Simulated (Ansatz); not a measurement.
A series of calculations on AlH$_{3}$SCl$_{2}$

## 1. Relaxation

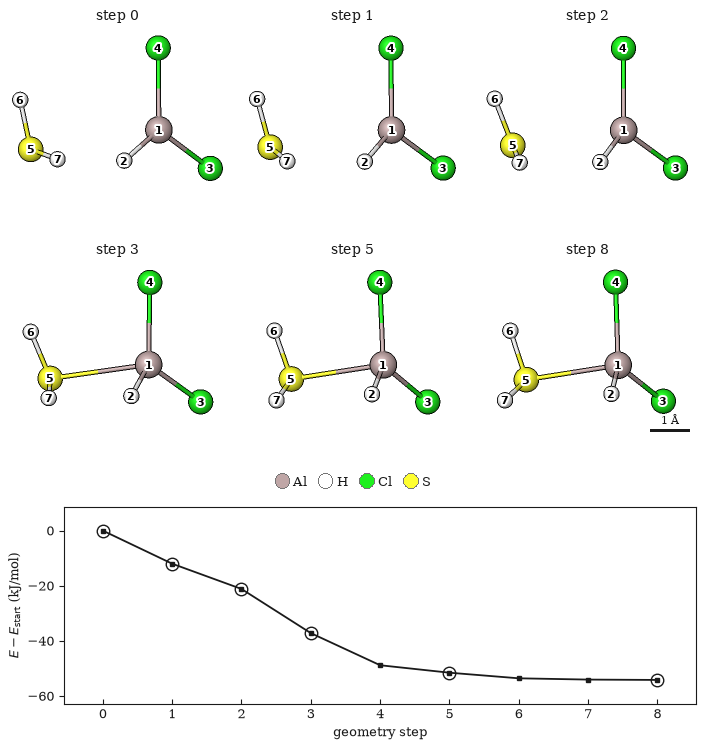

Frames of a relaxation of AlH₃SCl₂, marked on the history of the run. A ball-and-stick model, seen face on.

The run prepares an end point of a later path (reaction) calculation, from a guessed geometry.

Theory: RKS r2SCAN-D4/def2-SVP in Ansatz 0.2.0.

The input:
```yaml
crystal:
  periodic: [false, false, false]
  atoms:
    - { symbol: Al, position_ang: [0.102451, 0.253255, -0.13641] }
    - { symbol: H, position_ang: [0.042038, 0.085835, 1.417671] }
    - { symbol: Cl, position_ang: [1.876959, 0.789641, -1.105763] }
    - { symbol: Cl, position_ang: [-1.665406, 0.088837, -1.258621] }
    - { symbol: S, position_ang: [0.225963, -2.98106, 1.053114] }
    - { symbol: H, position_ang: [-1.084406, -3.111678, 0.748202] }
    - { symbol: H, position_ang: [0.002002, -1.767831, 1.681308] }
basis:
  gaussian: { orbitals: def2-SVP }
hamiltonian:
  xc: r2scan
  dispersion: d4
relax:
  f_tol: 0.03
  max_steps: 50
```

Command:
```bash
ansatz run input.yaml --threads 2 --pin off --max-ram 3072MiB --backend cpu --events-out ev --progress --plain --runs-dir out
```

Question: What happens along the run?

Answer: The energy falls by 54.2 kJ/mol in 8 geometry steps. Largest force component: 0.78 eV/Å at the start, 0.023 eV/Å at the end. The atom that moves furthest after the best rigid fit is S5 (0.66 Å). By element the largest moves are S 0.66 Å, H 0.61 Å, Cl 0.48 Å, Al 0.28 Å. Some distances before and after: Al1–S5 3.448 → 2.568 Å, S5–H7 1.384 → 1.353 Å, Al1–Cl4 2.100 → 2.131 Å, Al1–Cl3 2.092 → 2.119 Å. New bonds form, among them: Al1–S5 (3.45 → 2.57 Å). Among the angles between lasting bonds that change: Cl3–Al1–Cl4 119.1° → 116.3°, H2–Al1–Cl3 121.4° → 119.0°. The run took 39 s on 2 threads of Arm Neoverse V1, on a shared host, peak memory 0.15 GiB. From step 0 to 1: H2 moves most (0.20 Å), energy −12.0 kJ/mol. From step 1 to 2: S5 moves most (0.20 Å), energy −9.17 kJ/mol. From step 2 to 3: S5 moves most (0.19 Å), energy −16.0 kJ/mol. From step 3 to 5: Cl and H atoms move most (0.23 Å), energy −14.4 kJ/mol. From step 5 to 8: H7 moves most (0.17 Å), energy −2.63 kJ/mol.

## 2. Relaxation

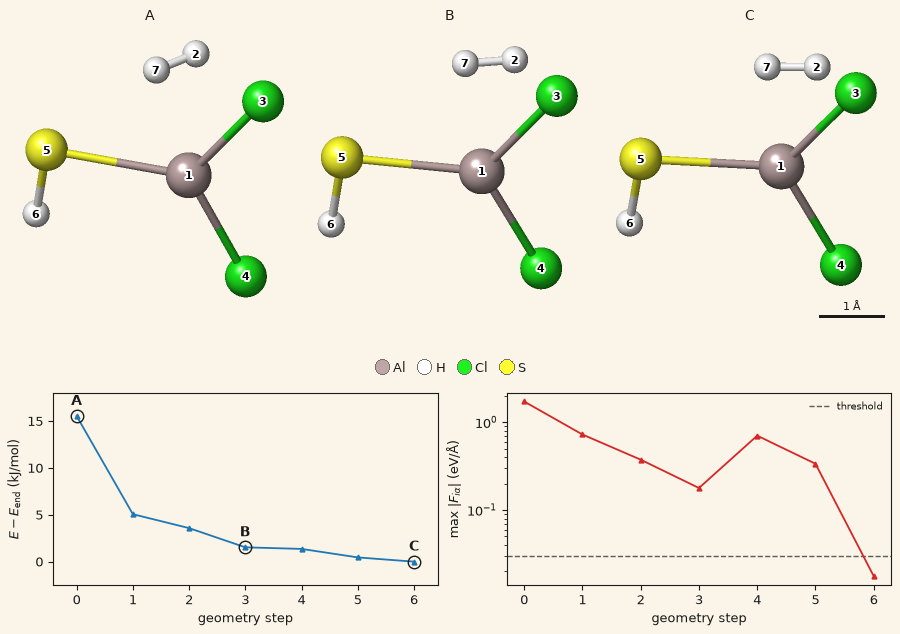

Frames of a relaxation of AlH₃SCl₂, marked on the history of the run. Style: ball-and-stick. Shown at a tilt.

The run prepares an end point of a later path (reaction) calculation, from a guessed geometry.

The calculation used Ansatz, RKS r2SCAN-D4/def2-SVP.

The input:
```yaml
crystal:
  periodic: [false, false, false]
  atoms:
    - { symbol: Al, position_ang: [0.116391, -0.70544, -0.495256] }
    - { symbol: H, position_ang: [-0.031635, -0.003086, 2.165467] }
    - { symbol: Cl, position_ang: [1.82329, 0.44257, -0.850427] }
    - { symbol: Cl, position_ang: [-1.767589, 0.023933, -1.040757] }
    - { symbol: S, position_ang: [0.335583, -2.754302, 0.365555] }
    - { symbol: H, position_ang: [-0.998423, -2.966133, 0.332121] }
    - { symbol: H, position_ang: [0.021983, -0.680542, 1.922797] }
basis:
  gaussian: { orbitals: def2-SVP }
hamiltonian:
  xc: r2scan
  dispersion: d4
relax:
  f_tol: 0.03
  max_steps: 50
```

Command:
```bash
ansatz run input.yaml --threads 2 --pin off --max-ram 3072MiB --backend cpu --events-out ev --progress --plain --runs-dir out
```

Describe the path.

After 6 geometry steps the energy has fallen by 15.5 kJ/mol. The largest force component goes from 1.7 to 0.018 eV/Å. H2 moves most after the best rigid fit: 0.45 Å. Largest moves by element: H 0.45 Å, Cl 0.27 Å, Al 0.23 Å, S 0.22 Å. Among the contacts that change: Al1–H2 2.756 → 2.303 Å, Al1–H7 2.420 → 2.253 Å, Al1–S5 2.233 → 2.177 Å, H2–H7 0.722 → 0.766 Å. From step 0 to 3: H2 moves most (0.32 Å), energy −14.0 kJ/mol. From step 3 to 6: H2 moves most (0.17 Å), energy −1.53 kJ/mol.

```
step  E − E(0), kJ/mol  largest force component, eV/Å
   0              0.00                         1.7259
   1            -10.48                         0.7262
   2            -11.96                         0.3750
   3            -14.01                         0.1783
   4            -14.18                         0.7042
   5            -15.09                         0.3366
   6            -15.54                         0.0176
```

Limits of the set-up: the start holds two separate molecules, 2.4 Å apart at their closest, whose relative position is a soft coordinate.

## 3. Path

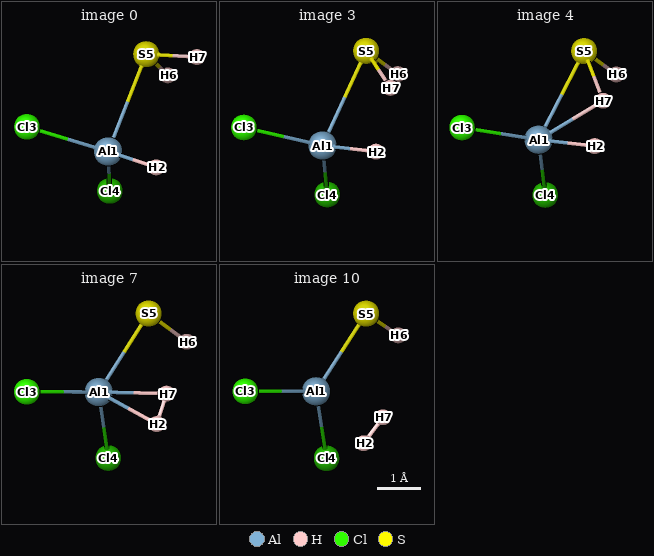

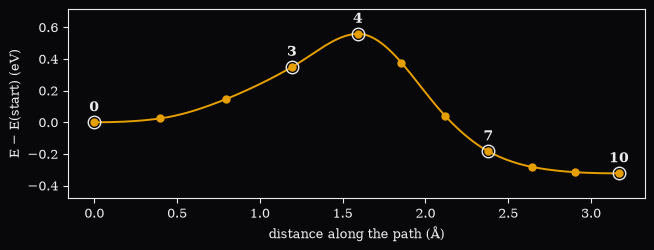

A search for the minimum-energy path of AlH$_{3}$SCl$_{2}$ by the nudged elastic band. Images are numbered from 0 (start) to 10 (end). Style: ball-and-stick. Shown from a free direction.

The calculation used Ansatz 0.2.0, RKS r2SCAN-D4/def2-SVP. Run with 9 movable images; climbing image; force threshold 0.03 eV/Å; iteration limit 60; starting path through a guess of the saddle point.

Question: What happens along the path, and what is the barrier?

Answer: Breaking: Al1–H2 (1.58 → 1.68 at the top → 2.30 Å), S5–H7 (1.35 → 1.61 at the top → 2.99 Å). Forming: H2–H7 (2.99 → 1.18 at the top → 0.77 Å). The highest point, image 4, lies 0.56 eV above the start and 0.88 eV above the end; the end is at −0.32 eV relative to the start. The band converged in 9 iterations, with a climbing image at the top. At the top, the vibrational analysis gives one imaginary mode (832i cm⁻¹), as a transition state must have.

The run took 5.9 min on 2 threads of Arm Neoverse V1, with other jobs on the host, peak memory 0.15 GiB.
